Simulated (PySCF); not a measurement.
# C₂H₁₀BNSi: electronic excitations and core binding energies

Aim: predict the electronic excitations and core binding energies of C₂H₁₀BNSi (`CBNC[SiH3]`).

Computed with PySCF 2.14.0, with density-fitted response routines of our own, on a single molecule in the gas phase. Atoms count from 0, in the outputs and in this text.

## (1) The starting structure

15 atoms, charge 0, multiplicity 1; geometry from: GFN2-xTB.

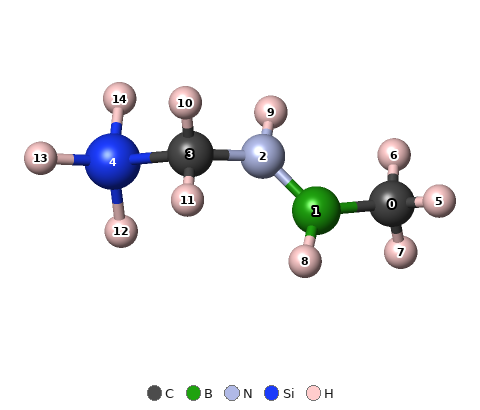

As it starts; carbon dark grey, boron green, nitrogen light blue, silicon blue, hydrogen pink, atoms numbered; sticks join atoms by distance.

## (2) TDDFT and polarisability: PBE0/def2-SVPD

Job settings and geometry (Å):

```
{"job": {"kind": "uv", "xc": "PBE0", "basis": "def2-SVPD", "nstates": 8, "ntriplets": 3}, "charge": 0, "multiplicity": 1}
C      2.566541     0.612462    -0.296276
B      1.346941    -0.290789     0.166098
N      0.107586     0.274225     0.378724
C     -1.118975    -0.392540     0.773380
Si    -2.420114    -0.310130    -0.623484
H      3.369718     0.588624     0.438719
H      2.298484     1.656003    -0.451566
H      2.997108     0.242233    -1.225340
H      1.475378    -1.445000     0.345668
H     -0.033609     1.263571     0.228624
H     -1.502857     0.061456     1.695062
H     -0.876141    -1.429688     1.008252
H     -1.870277    -0.945917    -1.818914
H     -3.645411    -0.979596    -0.185648
H     -2.698787     1.103075    -0.901316
```

Level: TDDFT PBE0/def2-SVPD, vertical, gas phase, core orbitals frozen in the response.

Run with:

```sh
$ OMP_NUM_THREADS=1 python probes_run.py task.json out
```

This one command runs all jobs of the session in turn.

The program printed:

```text
coarse grid: 12144 points
cycle   1  E = -450.7338840734  dE =  1.533e-01  |g| = 3.982e-01  |ddm| = 4.941e+00
cycle   2  E = -450.7295293479  dE =  4.355e-03  |g| = 4.269e-01  |ddm| = 1.163e+00
cycle   3  E = -450.7778742004  dE = -4.834e-02  |g| = 4.894e-02  |ddm| = 5.445e-01
cycle   4  E = -450.7782280987  dE = -3.539e-04  |g| = 3.063e-02  |ddm| = 8.280e-02
cycle   5  E = -450.7784443652  dE = -2.163e-04  |g| = 3.676e-03  |ddm| = 3.145e-02
cycle   6  E = -450.7784475016  dE = -3.136e-06  |g| = 1.030e-03  |ddm| = 7.293e-03
final grid: 110264 points
cycle   7  E = -450.8330982704  dE = -2.602e-05  |g| = 6.920e-03  |ddm| = 7.561e-02
cycle   8  E = -450.8330924574  dE =  5.813e-06  |g| = 8.524e-03  |ddm| = 1.883e-02
cycle   9  E = -450.8331103977  dE = -1.794e-05  |g| = 9.960e-04  |ddm| = 9.758e-03
cycle  10  E = -450.8331106290  dE = -2.312e-07  |g| = 1.271e-04  |ddm| = 1.054e-03
cycle  11  E = -450.8331106327  dE = -3.760e-09  |g| = 2.692e-05  |ddm| = 2.301e-04
cycle  12  E = -450.8331106329  dE = -2.017e-10  |g| = 7.534e-06  |ddm| = 6.974e-05
converged SCF energy = -450.8331106329

Static polarisability (au): isotropic 77.569, principal 66.143 69.319 97.244

Singlet excitations
state   eV       nm        f      main configurations
  1   6.4134    193.3   0.00375   H->L 0.95
  2   6.8772    180.3   0.21984   H->L+1 0.89
  3   7.2952    170.0   0.14623   H->L+3 0.53, H->L+2 0.36
  4   7.3456    168.8   0.05831   H->L+2 0.58, H->L+3 0.35
  5   7.4838    165.7   0.00276   H-1->L+1 0.84
  6   7.5753    163.7   0.00157   H->L+4 0.93
  7   7.6358    162.4   0.00113   H->L+5 0.79
  8   7.8794    157.4   0.00768   H->L+6 0.77, H->L+7 0.11

Triplet excitations (Tamm-Dancoff, eV): 5.5741 6.1892 6.8878
```

Run time: 42 s. Hardware: 1 thread of Arm Neoverse N1, shared host; peak memory 0.67 GiB.

The orbitals next to the gap, with their largest atomic shares:

```tsv
orbital	eV	atoms
HOMO−3	-9.78	Si4 31 %, H13 21 %, H14 15 %
HOMO−2	-9.63	Si4 26 %, H14 18 %, C3 13 %
HOMO−1	-8.66	B1 32 %, C0 29 %, H8 17 %
HOMO	-7.33	N2 43 %, C3 18 %, B1 11 %
LUMO	0.31	Si4 30 %, B1 14 %, C3 10 %
LUMO+1	0.57	B1 38 %, N2 16 %, H8 10 %
LUMO+2	0.92	Si4 50 %, H14 13 %, H12 13 %
```

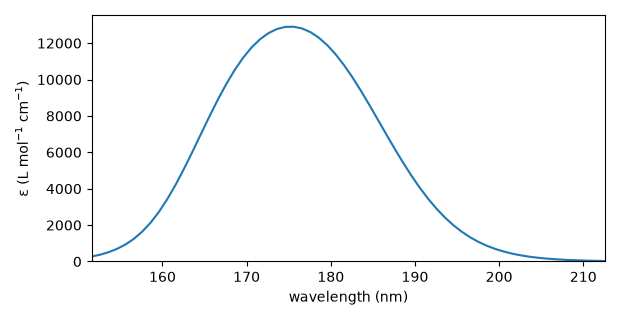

Absorption spectrum: each of the 8 states is a Gaussian band of 0.4 eV half-width at 1/e. Beyond the last state computed it falls off for lack of states.

Further results of this job:

```tsv
property	computed
dipole moment (D)	1.35
polarisability (Å³)	11.49
HOMO–LUMO gap (eV)	7.64
−ε(HOMO) (eV)	7.33
```

## (3) Core holes by ΔSCF: SCAN, X2C

Settings changed since step 2:

```diff
@@ -1,2 +1,2 @@
-{"job": {"kind": "uv", "xc": "PBE0", "basis": "def2-SVPD", "nstates": 8, "ntriplets": 3}, "charge": 0, "multiplicity": 1}
+{"job": {"kind": "xps"}, "charge": 0, "multiplicity": 1}
 C      2.566541     0.612462    -0.296276
```

With the program's defaults for keys left out, this is: delta-SCF UKS SCAN, pcX-2 on the ionised atom, pcseg-1 elsewhere, spin-free X2C.

The program printed:

```text
ground state, core basis on atom 0 (C), 155 functions
  cycle   1  E = -451.77825843  |g| = 5.30e-01
  cycle   2  E = -451.73058369  |g| = 6.79e-01
  cycle   3  E = -451.85306599  |g| = 7.93e-02
  cycle   4  E = -451.85410405  |g| = 5.07e-02
  cycle   5  E = -451.85471346  |g| = 7.03e-03
  cycle   6  E = -451.85472577  |g| = 2.31e-03
  cycle   7  E = -451.85472540  |g| = 9.58e-04
  cycle   8  E = -451.85472645  |g| = 2.25e-04
  E(ground) = -451.89470318 Eh
hole in C 1s of atom 0
  cycle   1  E = -440.65346818  |g| = 1.50e+00
  cycle   2  E = -440.18924893  |g| = 1.66e+00
  cycle   3  E = -441.15715512  |g| = 3.52e-01
  cycle   4  E = -441.16695070  |g| = 2.93e-01
  cycle   5  E = -441.21015605  |g| = 4.12e-02
  cycle   6  E = -441.21083346  |g| = 1.15e-02
  cycle   7  E = -441.21087657  |g| = 7.21e-03
  cycle   8  E = -441.21090626  |g| = 1.23e-03
  cycle   9  E = -441.21090811  |g| = 5.78e-04
  cycle  10  E = -441.21090781  |g| = 2.76e-04
  E(ion) = -441.25015893 Eh   <S^2> = 0.7658   hole on atom = 1.000   binding energy = 289.653 eV
ground state, core basis on atom 1 (B), 155 functions
  cycle   1  E = -451.84989700  |g| = 5.00e-02
  cycle   2  E = -451.84976165  |g| = 3.31e-02
  cycle   3  E = -451.84992399  |g| = 2.26e-02
  cycle   4  E = -451.85004679  |g| = 6.43e-03
  cycle   5  E = -451.85005758  |g| = 5.63e-04
  cycle   6  E = -451.85005713  |g| = 1.73e-04
  E(ground) = -451.89095955 Eh
hole in B 1s of atom 1
  cycle   1  E = -444.27459858  |g| = 1.17e+00
  cycle   2  E = -442.85113177  |g| = 1.80e+00
  cycle   3  E = -444.57341879  |g| = 4.15e-01
  cycle   4  E = -444.66535822  |g| = 2.03e-01
  cycle   5  E = -444.68292063  |g| = 1.14e-01
  cycle   6  E = -444.68936951  |g| = 4.58e-02
  cycle   7  E = -444.69052226  |g| = 1.42e-02
  cycle   8  E = -444.69088106  |g| = 1.00e-02
  cycle   9  E = -444.69116364  |g| = 6.07e-03
  cycle  10  E = -444.69127682  |g| = 2.70e-03
  cycle  11  E = -444.69128445  |g| = 1.34e-03
  cycle  12  E = -444.69128645  |g| = 5.10e-04
  cycle  13  E = -444.69128590  |g| = 1.71e-04
  E(ion) = -444.73261511 Eh   <S^2> = 0.8724   hole on atom = 1.000   binding energy = 194.788 eV
ground state, core basis on atom 2 (N), 155 functions
  cycle   1  E = -451.86808468  |g| = 7.20e-02
  cycle   2  E = -451.86808103  |g| = 9.91e-03
  cycle   3  E = -451.86805157  |g| = 1.41e-02
  cycle   4  E = -451.86810412  |g| = 1.86e-03
  cycle   5  E = -451.86810476  |g| = 5.33e-04
  cycle   6  E = -451.86810559  |g| = 4.99e-05
  E(ground) = -451.90628605 Eh
hole in N 1s of atom 2
  cycle   1  E = -436.27813970  |g| = 1.87e+00
  cycle   2  E = -435.53449177  |g| = 2.13e+00
  cycle   3  E = -436.92974274  |g| = 3.96e-01
  cycle   4  E = -436.98048724  |g| = 1.21e-01
  cycle   5  E = -436.98726441  |g| = 4.72e-02
  cycle   6  E = -436.98837173  |g| = 7.55e-03
  cycle   7  E = -436.98840144  |g| = 3.25e-03
  cycle   8  E = -436.98840775  |g| = 1.41e-03
  cycle   9  E = -436.98840933  |g| = 4.90e-04
  E(ion) = -437.02575317 Eh   <S^2> = 0.7658   hole on atom = 1.000   binding energy = 404.920 eV
ground state, core basis on atom 3 (C), 155 functions
  cycle   1  E = -451.85729703  |g| = 5.65e-02
  cycle   2  E = -451.85728828  |g| = 1.44e-02
  cycle   3  E = -451.85725937  |g| = 1.80e-02
  cycle   4  E = -451.85733469  |g| = 1.17e-03
  cycle   5  E = -451.85733370  |g| = 3.15e-04
  E(ground) = -451.89706274 Eh
hole in C 1s of atom 3
  cycle   1  E = -440.58672867  |g| = 1.51e+00
  cycle   2  E = -439.40451485  |g| = 2.11e+00
  cycle   3  E = -441.06780353  |g| = 4.35e-01
  cycle   4  E = -441.11882422  |g| = 2.96e-01
  cycle   5  E = -441.15852050  |g| = 7.71e-02
  cycle   6  E = -441.16063784  |g| = 2.34e-02
  cycle   7  E = -441.16092193  |g| = 6.30e-03
  cycle   8  E = -441.16095040  |g| = 2.56e-03
  cycle   9  E = -441.16095653  |g| = 1.45e-03
  cycle  10  E = -441.16095754  |g| = 4.17e-04
  E(ion) = -441.19933686 Eh   <S^2> = 0.7705   hole on atom = 1.000   binding energy = 291.100 eV
ground state, core basis on atom 4 (Si), 166 functions
  cycle   1  E = -451.94923810  |g| = 2.86e-01
  cycle   2  E = -451.94929864  |g| = 3.46e-02
  cycle   3  E = -451.94926513  |g| = 2.82e-02
  cycle   4  E = -451.94939762  |g| = 8.19e-03
  cycle   5  E = -451.94941296  |g| = 9.41e-04
  cycle   6  E = -451.94941226  |g| = 3.09e-04
  E(ground) = -451.94772334 Eh
hole in Si 1s of atom 4
  cycle   1  E = -383.03082558  |g| = 4.35e+00
  cycle   2  E = -382.92622948  |g| = 2.19e+00
  cycle   3  E = -383.67386889  |g| = 8.00e-01
  cycle   4  E = -384.05548184  |g| = 2.53e-01
  cycle   5  E = -384.08416098  |g| = 1.14e-01
  cycle   6  E = -384.08940995  |g| = 4.01e-02
  cycle   7  E = -384.09002189  |g| = 1.55e-02
  cycle   8  E = -384.09013845  |g| = 4.38e-03
  cycle   9  E = -384.09014819  |g| = 1.38e-03
  cycle  10  E = -384.09015023  |g| = 3.85e-04
  E(ion) = -384.09590476 Eh   <S^2> = 0.7524   hole on atom = 1.000   binding energy = 1846.342 eV
hole in Si 2p of atom 4
  cycle   1  E = -447.68830364  |g| = 1.23e+00
  cycle   2  E = -447.53728855  |g| = 1.09e+00
  cycle   3  E = -447.96826840  |g| = 2.63e-01
  cycle   4  E = -448.00533843  |g| = 1.15e-01
  cycle   5  E = -448.01029757  |g| = 5.46e-02
  cycle   6  E = -448.01167982  |g| = 1.21e-02
  cycle   7  E = -448.01174969  |g| = 3.84e-03
  cycle   8  E = -448.01175810  |g| = 1.28e-03
  cycle   9  E = -448.01175889  |g| = 4.20e-04
  E(ion) = -448.02137399 Eh   <S^2> = 0.7527   hole on atom = 1.002   binding energy = 106.841 eV
  2p3/2 = 106.641 eV   2p1/2 = 107.264 eV
```

Wall time 1.8 min (1 thread of Arm Neoverse N1, shared host); peak memory 0.53 GiB.

The holes in one table. −ε is the ground-state orbital energy:

```tsv
hole	stands for	environment	ΔSCF (eV; 2p as the shell's mean)	−ε (eV)	⟨S²⟩
C1s on C0	C0	methyl carbon bonded to B	289.65	272.5	0.766
B1s on B1	B1	boron bonded to C, N, H	194.79 (doubtful)	179.2	0.872
N1s on N2	N2	nitrogen bonded to C, B, H	404.92	386.1	0.766
C1s on C3	C3	sp3 CH2 bonded to N and Si	291.10	274.3	0.770
Si1s on Si4	Si4	silicon bonded to C, 3 H	1846.34	1793.2	0.752
Si2p on Si4	Si4	silicon bonded to C, 3 H	106.85	96.1	0.753
```

Doubtful: the ion did not converge, its hole moved, or its ⟨S²⟩ is well above 0.75.

With the spin-orbit splitting: Si4 2p3/2 106.64, 2p1/2 107.26 eV. The table gives each 2p level as the mean over the whole 2p shell (two parts 2p3/2, one part 2p1/2), which differs a little from the single hole in the log.

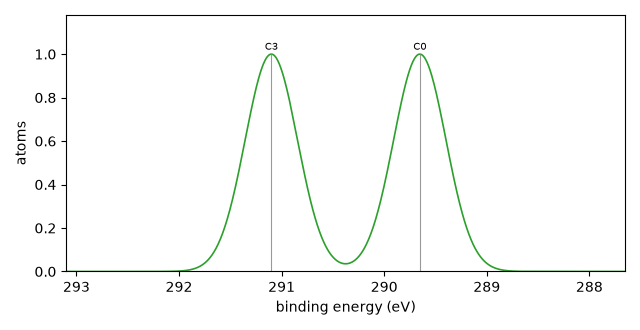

The C1s photoelectron lines, weighted by the number of atoms. Lines are broadened to a width of 0.60 eV (Gaussian).

## (4) Summary of results

| quantity | value |
| --- | --- |
| lowest singlet (PBE0/def2-SVPD) | 6.41 eV (193 nm), f = 0.004 |
| brightest single state of those computed | state 2, 6.88 eV, f = 0.220 |
| lowest triplet | 5.57 eV |
| C1s binding energies, SCAN/pcX-2 | C3 291.10, C0 289.65 eV |
| N1s binding energies, SCAN/pcX-2 | N2 404.92 eV |
| Si1s binding energies, SCAN/pcX-2 | Si4 1846.34 eV |
| Si2p binding energies, SCAN/pcX-2 | Si4 106.85 eV |

In words: The lowest singlet, at 6.41 eV, is HOMO→LUMO 0.95 and is weak; of the 8 states computed, the strongest absorption comes from state 2 at 6.88 eV. The lowest triplet lies 0.84 eV below the lowest singlet (triplets in Tamm-Dancoff, singlets in full TDDFT). C3 (sp3 CH2 bonded to N and Si) binds its C1s electron 1.45 eV more tightly than C0 (methyl carbon bonded to B).
